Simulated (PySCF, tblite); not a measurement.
# C3H10F3NOSi2: geometry, infrared bands and NMR shifts

Aim: predict the infrared bands and NMR shifts of C3H10F3NOSi2 (`CN(C)[Si@H](O[SiH3])C(F)(F)F`).

Programs: tblite 0.8.0 and PySCF 2.14.0, with density-fitted response routines of our own. Each step states its level of theory. These are calculated values for one molecule in the gas phase, unless marked as measured. Atoms are numbered from 0 throughout.

### 1 The starting structure

20 atoms, charge 0, multiplicity 1; geometry from: force field or distance geometry start.

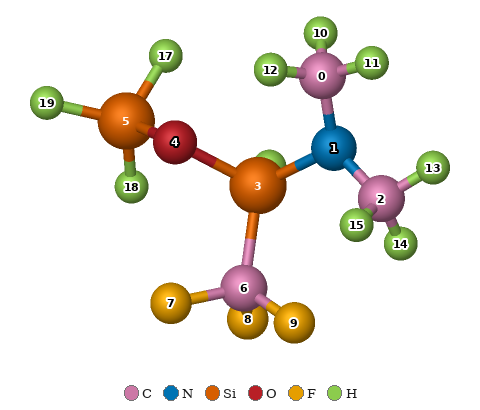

The starting geometry (carbon pink, nitrogen blue, silicon orange, oxygen red, fluorine amber, hydrogen green), atoms numbered.

### 2 Geometry optimisation with GFN2-xTB

Job settings and geometry (Å):

```
{"job": {"kind": "relax", "xc": "GFN2-xTB", "basis": "xTB"}, "charge": 0, "multiplicity": 1}
C     -1.407100    -1.478900     0.888500
N     -1.268600    -0.441800    -0.093100
C     -2.325800     0.470100    -0.213200
Si     0.352700     0.150000    -0.380400
O      1.358600    -0.235900     0.983100
Si     2.827900    -0.852200     0.326600
C      0.508500     1.963700    -0.676800
F      1.394700     2.528300     0.249400
F      1.093200     2.142100    -1.922700
F     -0.681900     2.643200    -0.604400
H     -0.974900    -2.407900     0.452900
H     -2.499000    -1.649900     1.075900
H     -0.918000    -1.292300     1.861900
H     -3.282800    -0.103300    -0.230900
H     -2.259400     0.997500    -1.202200
H     -2.394500     1.218300     0.602200
H      0.887500    -0.573600    -1.548500
H      2.513800    -2.213600    -0.162300
H      3.195100     0.016300    -0.787100
H      3.874800    -0.869400     1.378200
```

The run is started by

```console
$ OMP_NUM_THREADS=1 python probes_run.py task.json out
```

One launch serves the whole session: the jobs run in the order shown.

Output:

```text
step      E/eV     max force
  0    -986.58345    4.131
  1    -987.09683    1.853
  2    -987.24712    1.000
  3    -987.31852    0.774
  4    -987.36591    0.570
  5    -987.39397    0.586
  6    -987.45595    0.637
  7    -987.51473    0.736
  8    -987.56748    0.747
  9    -987.60819    0.479
 10    -987.64754    0.533
 11    -987.68797    0.639
 12    -987.73820    0.664
 13    -987.78336    0.522
 14    -987.81634    0.376
 15    -987.83830    0.334
 16    -987.85437    0.313
 17    -987.86275    0.197
 18    -987.86667    0.148
 19    -987.87098    0.168
 20    -987.87582    0.214
 21    -987.88089    0.182
 22    -987.88535    0.147
 23    -987.88953    0.152
 24    -987.89359    0.190
 25    -987.89766    0.241
 26    -987.90225    0.154
 27    -987.90773    0.216
 28    -987.91496    0.300
 29    -987.92370    0.292
 30    -987.93194    0.225
 31    -987.93899    0.176
 32    -987.94504    0.159
 33    -987.94992    0.199
 34    -987.95395    0.153
 35    -987.95736    0.144
 36    -987.96067    0.145
 37    -987.96404    0.133
 38    -987.96732    0.171
 39    -987.97158    0.162
 40    -987.97544    0.167
 41    -987.97857    0.166
 42    -987.98128    0.141
 43    -987.98448    0.173
 44    -987.98835    0.227
 45    -987.99212    0.159
 46    -987.99561    0.115
 47    -987.99808    0.089
 48    -988.00036    0.138
 49    -988.00338    0.165
 50    -988.00595    0.140
 51    -988.00815    0.103
 52    -988.01080    0.128
 53    -988.01496    0.185
 54    -988.02129    0.228
 55    -988.02553    0.185
 56    -988.03121    0.139
 57    -988.03383    0.121
 58    -988.03698    0.122
 59    -988.03923    0.140
 60    -988.04313    0.121
 61    -988.04553    0.127
 62    -988.04779    0.120
 63    -988.05009    0.115
 64    -988.05350    0.134
 65    -988.05839    0.134
 66    -988.06346    0.156
 67    -988.06609    0.136
 68    -988.06952    0.119
 69    -988.07289    0.118
 70    -988.07628    0.146
 71    -988.07774    0.202
 72    -988.08075    0.101
 73    -988.08206    0.067
 74    -988.08334    0.073
 75    -988.08450    0.089
 76    -988.08635    0.116
 77    -988.08869    0.102
 78    -988.09124    0.093
 79    -988.09329    0.088
 80    -988.09504    0.100
 81    -988.09657    0.097
 82    -988.09795    0.124
 83    -988.09990    0.104
 84    -988.10287    0.126
 85    -988.10489    0.101
 86    -988.10740    0.105
 87    -988.10946    0.090
 88    -988.11148    0.111
 89    -988.11377    0.134
 90    -988.11627    0.125
 91    -988.11776    0.150
 92    -988.11905    0.075
 93    -988.11958    0.042
 94    -988.12009    0.037
 95    -988.12039    0.040
 96    -988.12075    0.036
 97    -988.12102    0.033
 98    -988.12134    0.034
 99    -988.12162    0.035
100    -988.12184    0.028
101    -988.12197    0.030
102    -988.12211    0.029
103    -988.12229    0.033
104    -988.12250    0.037
105    -988.12275    0.034
106    -988.12301    0.037
107    -988.12324    0.035
108    -988.12348    0.038
109    -988.12374    0.044
110    -988.12403    0.045
111    -988.12434    0.045
112    -988.12469    0.047
113    -988.12510    0.059
114    -988.12559    0.057
115    -988.12617    0.054
116    -988.12675    0.048
117    -988.12725    0.066
118    -988.12768    0.059
119    -988.12842    0.064
120    -988.12910    0.074
121    -988.13013    0.066
122    -988.13103    0.049
123    -988.13174    0.050
124    -988.13229    0.068
125    -988.13293    0.051
126    -988.13331    0.084
127    -988.13373    0.066
128    -988.13403    0.050
129    -988.13457    0.043
130    -988.13493    0.039
131    -988.13533    0.034
132    -988.13545    0.022
133    -988.13556    0.025
134    -988.13566    0.029
135    -988.13589    0.027
136    -988.13603    0.026
137    -988.13618    0.025
138    -988.13630    0.021
139    -988.13643    0.023
140    -988.13655    0.026
141    -988.13668    0.030
142    -988.13682    0.032
143    -988.13700    0.030
144    -988.13721    0.033
145    -988.13745    0.032
146    -988.13768    0.032
147    -988.13791    0.033
148    -988.13813    0.032
149    -988.13837    0.042
150    -988.13868    0.051
151    -988.13911    0.054
152    -988.13972    0.069
153    -988.14023    0.050
154    -988.14076    0.046
155    -988.14114    0.047
156    -988.14151    0.041
157    -988.14175    0.046
158    -988.14191    0.094
159    -988.14221    0.041
160    -988.14245    0.026
161    -988.14276    0.028
162    -988.14302    0.036
163    -988.14325    0.040
164    -988.14342    0.029
165    -988.14352    0.020
166    -988.14356    0.015
167    -988.14360    0.014
168    -988.14364    0.015
169    -988.14369    0.020
170    -988.14375    0.018
171    -988.14380    0.015
172    -988.14385    0.013
173    -988.14389    0.014
174    -988.14393    0.014
175    -988.14398    0.013
176    -988.14402    0.012
177    -988.14406    0.011
178    -988.14408    0.011
179    -988.14409    0.008
```

It took 3 s on 1 thread of Arm Neoverse N1, shared host.

Along the way: (not every step is listed)

```csv
step,energy from step 0 (eV),largest force (eV/Å)
0,0.0000,4.1306
1,-0.5134,1.8532
2,-0.6637,1.0002
3,-0.7351,0.7743
4,-0.7825,0.5697
5,-0.8105,0.5859
6,-0.8725,0.6373
7,-0.9313,0.7360
8,-0.9840,0.7466
24,-1.3101,0.1900
40,-1.3920,0.1671
56,-1.4478,0.1394
72,-1.4973,0.1011
88,-1.5280,0.1112
104,-1.5390,0.0375
120,-1.5457,0.0735
136,-1.5526,0.0256
152,-1.5563,0.0686
168,-1.5602,0.0154
174,-1.5605,0.0137
175,-1.5605,0.0127
176,-1.5606,0.0119
177,-1.5606,0.0108
178,-1.5606,0.0108
179,-1.5606,0.0079
```

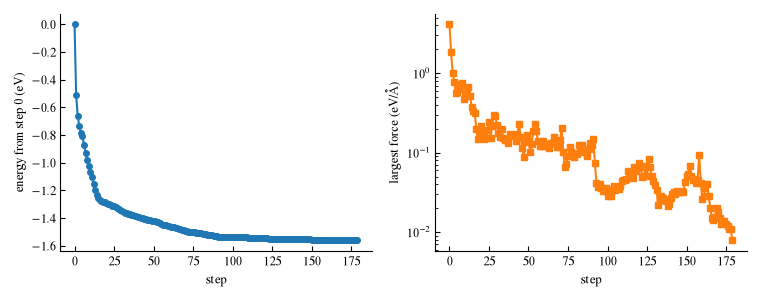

Energy and force, step by step.

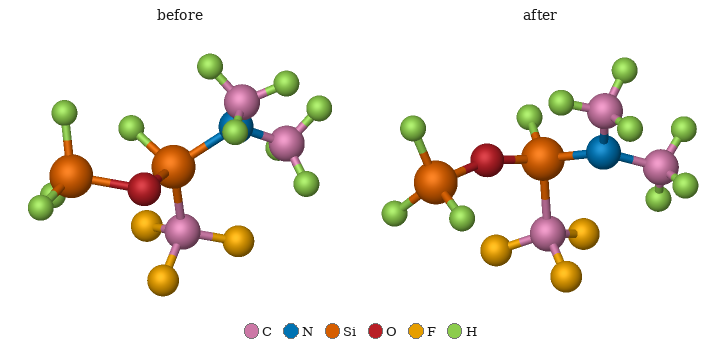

The geometry before (left) and after (right).

Close pairs (by a distance rule), those that changed most:

```csv
bond,before (Å),after (Å),change (Å)
Si3–O4,1.738,1.602,-0.135
Si3–C6,1.844,1.940,+0.096
O4–Si5,1.723,1.636,-0.087
C6–F7,1.401,1.348,-0.052
N1–C2,1.401,1.449,+0.047
N1–Si3,1.750,1.707,-0.043
C6–F8,1.388,1.349,-0.039
C2–H14,1.123,1.085,-0.038
```

The end geometry stands in the next job.

### 3 Harmonic vibrations with GFN2-xTB

Job settings and geometry (Å):

```
{"job": {"kind": "ir", "xc": "GFN2-xTB", "basis": "xTB"}, "charge": 0, "multiplicity": 1}
C     -1.292366    -1.497999     0.857758
N     -1.094631    -0.199073     0.250847
C     -2.284955     0.623570     0.321794
Si     0.143155     0.020910    -0.903614
O      1.488606    -0.679341    -0.386981
Si     2.904640    -0.965231     0.381706
C      0.483715     1.929393    -0.979651
F      0.521611     2.540816     0.221499
F      1.670452     2.194617    -1.563827
F     -0.431665     2.613029    -1.705395
H     -0.363877    -2.058988     0.818414
H     -2.071417    -2.064999     0.338499
H     -1.590560    -1.372604     1.900537
H     -3.122273     0.155430    -0.205647
H     -2.100253     1.597975    -0.118616
H     -2.568482     0.760743     1.367602
H     -0.025439    -0.416085    -2.289289
H      3.058943    -2.412555     0.242600
H      3.924036    -0.200771    -0.326874
H      2.745611    -0.558160     1.775604
```

Output:

```text
mode    cm-1     km/mol
  1      13.7      1.13
  2      24.8      0.43
  3      30.9      0.91
  4      44.7      1.90
  5      52.4      0.38
  6      96.7      1.81
  7     138.8      2.28
  8     157.5      2.99
  9     180.2      7.52
 10     190.8      0.54
 11     232.5      2.39
 12     253.4      4.09
 13     272.8      2.05
 14     300.9     27.45
 15     380.2     39.61
 16     417.3     49.79
 17     463.5      2.62
 18     468.4     12.26
 19     559.0     16.38
 20     593.7     47.77
 21     612.5     49.41
 22     654.2     88.69
 23     659.0     25.87
 24     720.1    175.94
 25     750.8     72.57
 26     761.1    276.50
 27     768.8    266.55
 28     808.3    396.26
 29    1013.7    124.50
 30    1028.8    152.13
 31    1046.7    175.32
 32    1056.3      5.23
 33    1086.6      8.92
 34    1111.9    722.60
 35    1127.2      1.86
 36    1168.0    109.80
 37    1194.3     31.60
 38    1316.8     91.54
 39    1414.8      0.65
 40    1428.8      0.30
 41    1474.0      1.75
 42    1483.9      8.61
 43    1489.8      7.46
 44    1501.8      7.63
 45    2261.3    231.25
 46    2269.9    299.97
 47    2276.4    298.09
 48    2303.0    169.43
 49    2927.3     55.23
 50    2928.6     55.07
 51    2973.1      8.54
 52    2975.5     70.85
 53    3056.0     24.10
 54    3066.3     14.03
```

It took 1.7 s on 1 thread of Arm Neoverse N1, shared host.

The strongest bands and the atoms that carry them (share of the mass-weighted mode):

```
cm⁻¹  km/mol                                   atoms
 720   175.9                      H16 63 %, Si3 21 %
 761   276.5                      H18 48 %, H17 30 %
 769   266.6                      H19 58 %, H17 25 %
 808   396.3  H17 32 %, H19 26 %, H18 24 %, Si5 14 %
1112   722.6                       O4 68 %, Si3 12 %
2261   231.2                      H17 70 %, H19 19 %
2270   300.0                                H16 88 %
2276   298.1                      H19 73 %, H17 16 %
```

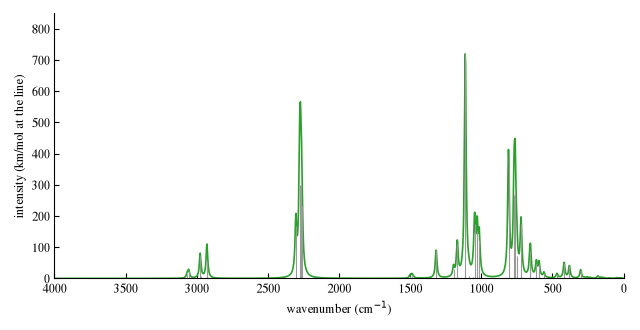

The infrared spectrum from these modes, unscaled. Lines are broadened to a width of 14 cm⁻¹ (Lorentzian).

### 4 NMR shieldings: PBE0/pcSseg-1

Same as in step 3 but for these lines:

```diff
@@ -1,2 +1,2 @@
-{"job": {"kind": "ir", "xc": "GFN2-xTB", "basis": "xTB"}, "charge": 0, "multiplicity": 1}
+{"job": {"kind": "nmr", "xc": "PBE0", "basis": "pcSseg-1"}, "charge": 0, "multiplicity": 1}
 C     -1.292366    -1.497999     0.857758
```

With the program's defaults for keys left out, this is: GIAO PBE0/pcSseg-1 NMR shielding, non-relativistic, gas phase.

Output:

```text
coarse grid: 18112 points
cycle   1  E = -1127.7337135994  dE =  1.285e+00  |g| = 1.128e+00  |ddm| = 3.978e+00
cycle   2  E = -1127.4131817118  dE =  3.205e-01  |g| = 1.779e+00  |ddm| = 1.745e+00
cycle   3  E = -1127.9496436722  dE = -5.365e-01  |g| = 1.064e-01  |ddm| = 1.186e+00
cycle   4  E = -1127.9508445002  dE = -1.201e-03  |g| = 7.695e-02  |ddm| = 1.333e-01
cycle   5  E = -1127.9518700982  dE = -1.026e-03  |g| = 1.267e-02  |ddm| = 5.582e-02
cycle   6  E = -1127.9518960588  dE = -2.596e-05  |g| = 3.690e-03  |ddm| = 1.045e-02
cycle   7  E = -1127.9518986148  dE = -2.556e-06  |g| = 8.699e-04  |ddm| = 2.578e-03
final grid: 168208 points
cycle   8  E = -1128.0373094121  dE = -4.521e-05  |g| = 1.052e-02  |ddm| = 2.436e-02
cycle   9  E = -1128.0372887070  dE =  2.071e-05  |g| = 1.509e-02  |ddm| = 1.721e-02
cycle  10  E = -1128.0373309835  dE = -4.228e-05  |g| = 1.423e-03  |ddm| = 1.036e-02
cycle  11  E = -1128.0373313718  dE = -3.883e-07  |g| = 2.927e-04  |ddm| = 1.075e-03
cycle  12  E = -1128.0373313858  dE = -1.405e-08  |g| = 9.814e-05  |ddm| = 1.995e-04
cycle  13  E = -1128.0373313870  dE = -1.209e-09  |g| = 3.103e-05  |ddm| = 6.875e-05
cycle  14  E = -1128.0373313872  dE = -1.755e-10  |g| = 4.850e-06  |ddm| = 2.465e-05
converged SCF energy = -1128.0373313872

GIAO shielding tensors (ppm)
atom      isotropic    diamagn.    paramagn.     s11        s22        s33       span
  0 C      149.049     245.906     -96.858    124.350    136.992    185.805     61.455
  1 N      238.952     330.308     -91.356    208.791    238.667    269.397     60.606
  2 C      149.106     244.533     -95.428    125.934    135.887    185.496     59.561
  3 Si     398.300     882.922    -484.622    362.379    402.511    430.011     67.632
  4 O      313.316     400.054     -86.738    269.485    315.687    354.777     85.292
  5 Si     388.591     880.331    -491.740    353.521    358.177    454.075    100.554
  6 C       50.301     255.126    -204.825     46.711     49.742     54.451      7.740
  7 F      255.642     477.366    -221.724    157.726    272.425    336.776    179.050
  8 F      253.554     473.717    -220.163    153.975    269.294    337.393    183.418
  9 F      251.769     474.722    -222.954    145.202    275.839    334.266    189.064
 10 H       28.602      31.943      -3.341     22.692     29.219     33.894     11.202
 11 H       29.292      29.549      -0.257     24.629     26.683     36.563     11.935
 12 H       29.244      30.497      -1.253     24.978     26.620     36.135     11.157
 13 H       29.325      28.827       0.498     24.873     26.589     36.513     11.640
 14 H       28.585      30.612      -2.027     22.681     29.509     33.566     10.885
 15 H       29.212      29.756      -0.544     25.089     26.460     36.088     10.999
 16 H       26.803      30.324      -3.521     23.752     24.524     32.134      8.382
 17 H       26.480      28.970      -2.490     22.734     24.805     31.902      9.168
 18 H       26.431      28.949      -2.518     22.525     25.255     31.513      8.988
 19 H       26.464      30.550      -4.085     22.874     25.266     31.253      8.380
```

It took 1.8 min on 1 thread of Arm Neoverse N1, shared host; peak memory 1.1 GiB.

The references, computed at this level on geometries of the same kind, shield at (ppm): 1H TMS 31.72, 13C TMS 186.9, 29Si TMS 349.2, 19F CFCl3 170.9, 15N NH3 267.7, 17O H2O 336.1. Their shielding less the atom's gives the shift. The references are single molecules in the gas phase, so shifts against H2O, NH3, PH3, H3PO4 or CFCl3 are not on the usual liquid scales and can be off by tens of ppm. Atoms listed in one row are averaged.

```csv
atoms,environment,σ (ppm),δ (ppm),δ scaled to CDCl3
C6,CF3 carbon,50.3,136.6,131.4
"C0, C2",methyl carbon bonded to N,149.1,37.8,35.0
"H17, H18, H19",hydrogen on a silicon bonded to O,26.46,5.26,–
H16,"hydrogen on a silicon bonded to C, N, O",26.80,4.91,–
"H10, H11, H12, H13, H14, H15",hydrogen on a methyl carbon bonded to N,29.04,2.67,2.63
N1,"nitrogen bonded to 2 C, Si",239.0,28.8,–
Si5,"silicon bonded to O, 3 H",388.6,-39.4,–
Si3,"silicon bonded to C, N, O, H",398.3,-49.1,–
O4,oxygen bonded to 2 Si,313.3,22.8,–
"F7, F8, F9",fluorine of a CF3 group,253.7,-82.7,–
```

The scaled column applies a straight-line fit of computed shieldings to shifts measured in CDCl3, and one for carbons that bear F (root-mean-square error 0.16 ppm for H, 1.9 ppm for C).

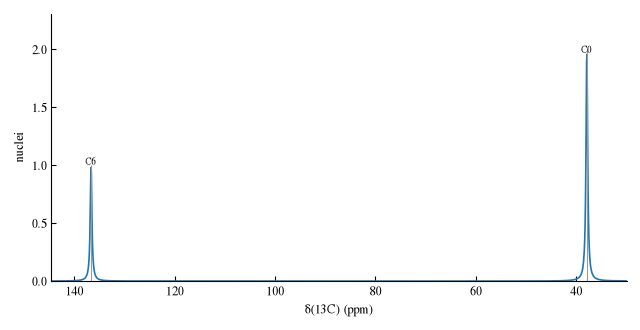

13C lines at the computed shifts, without couplings. Lines are broadened to a width of 0.40 ppm (Lorentzian).

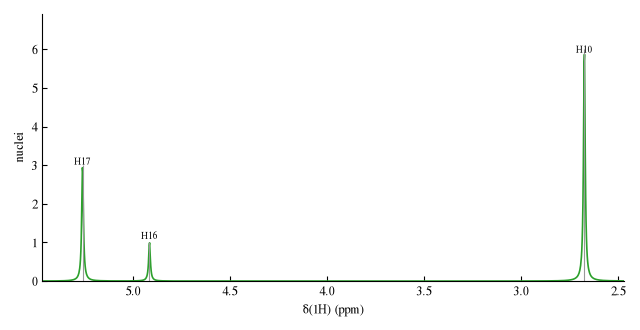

1H lines at the computed shifts, without couplings. Lines are broadened to a width of 0.01 ppm (Lorentzian).

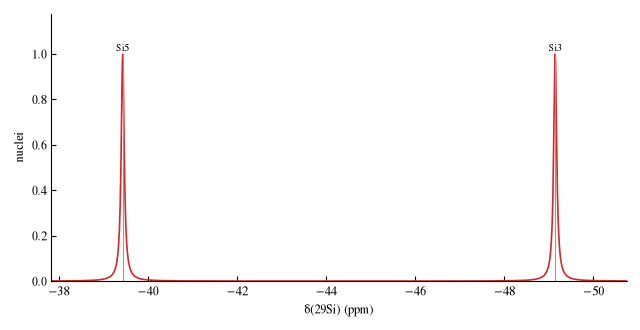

29Si lines at the computed shifts, without couplings. Lines are broadened to a width of 0.08 ppm (Lorentzian).

Charges from the same density, by scheme (e):

```
     atoms  Mulliken    IAO  Hirshfeld  ESP fit
    C0, C2     -0.08  -0.30      -0.07    -0.39
        N1     -0.80  -0.52      -0.18    -0.12
       Si3      1.09   1.22       0.42     0.44
        O4     -0.72  -0.89      -0.30    -0.40
       Si5      0.72   0.89       0.40     0.58
        C6      0.50   0.52       0.16     0.34
F7, F8, F9     -0.28  -0.29      -0.11    -0.17
```

Hirshfeld charges:

C0 -0.07; N1 -0.18; C2 -0.07; Si3 0.42; O4 -0.30; Si5 0.40; C6 0.16; F7 -0.10; F8 -0.10; F9 -0.11; H10 0.05; H11 0.04; H12 0.04; H13 0.04; H14 0.04; H15 0.04; H16 -0.08; H17 -0.08; H18 -0.07; H19 -0.07

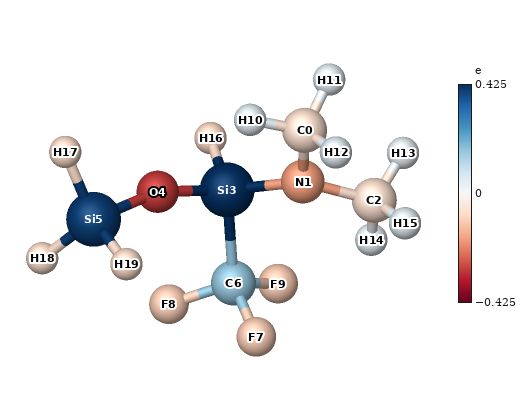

Hirshfeld charges, as colours on the atoms.

Mayer bond orders: C0–N1 0.95, N1–C2 0.95, N1–Si3 1.02, Si3–O4 0.99, O4–Si5 0.87, Si3–C6 0.75, C6–F7 0.95, C6–F8 0.96, C6–F9 0.94.

Orbitals, density, ELF and potential are computed afterwards from the orbital file.

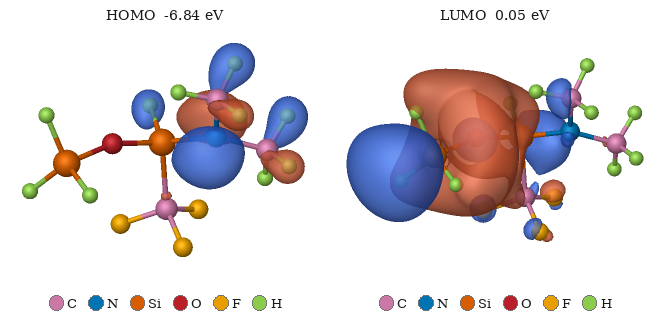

PBE0/pcSseg-1 orbitals near the gap, drawn at the value that encloses 70 % of each; the two colours are the two signs.

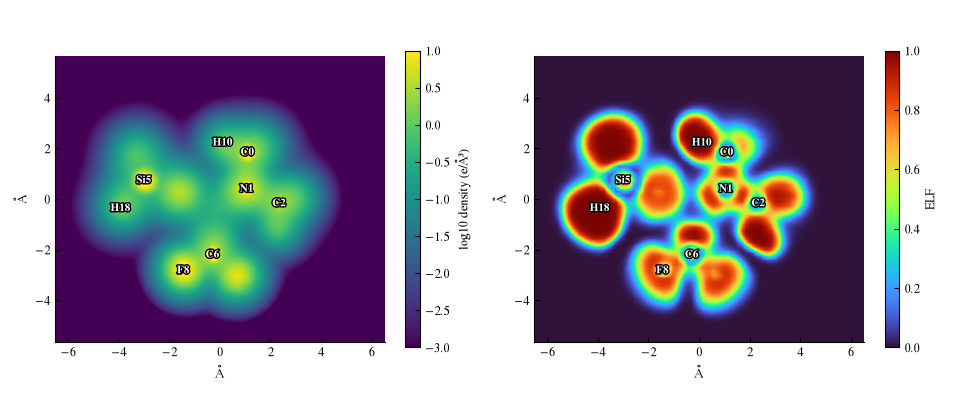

Density (left) and ELF (right) in a plane through or near 8 of the atoms.

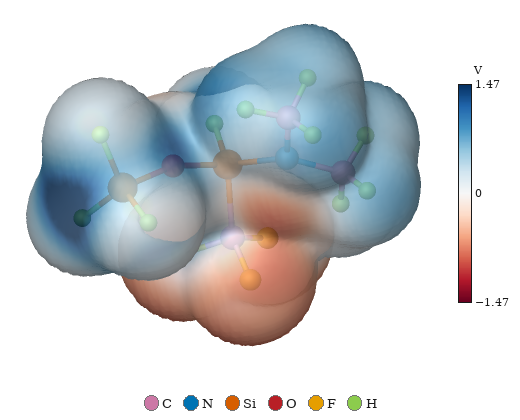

The potential that a unit positive charge feels on the 0.002 e/bohr³ surface, from the 1st to the 99th percentile, from -0.80 V near F8 to 1.47 V near H19.

### 5 Summary of results

| quantity | value |
| --- | --- |
| strongest single infrared mode (GFN2-xTB) | 1112 cm⁻¹, 723 km/mol |
| zero-point energy (GFN2-xTB) | 82.3 kcal/mol |
| 13C shifts against TMS (PBE0/pcSseg-1, means over atoms taken as alike) | 136.6, 37.8 ppm |
| 1H shifts against TMS (PBE0/pcSseg-1, means over atoms taken as alike) | 5.26, 4.91, 2.67 ppm |
| 15N shifts against NH3 (PBE0/pcSseg-1) | 28.8 ppm |
| 29Si shifts against TMS (PBE0/pcSseg-1) | -39.4, -49.1 ppm |
| 17O shifts against H2O (PBE0/pcSseg-1) | 22.8 ppm |
| 19F shifts against CFCl3 (PBE0/pcSseg-1, means over atoms taken as alike) | -82.7 ppm |
| surface potential, 1st and 99th percentile | -0.80 V and 1.47 V |

Over 179 steps the energy fell by 1.561 eV; of the close pairs, Si3–O4 changed most, 1.738 to 1.602 Å. No mode is imaginary among the 54: a minimum at this level. The strongest single mode, at 1112 cm⁻¹, moves mainly O4. Unscaled tight-binding wavenumbers are off by several per cent, some by more. Its intensities can rank the bands wrongly. At PBE0/pcSseg-1: Shielding is most anisotropic at F7, F8, F9 (span 184 ppm, paramagnetic term -222 ppm).
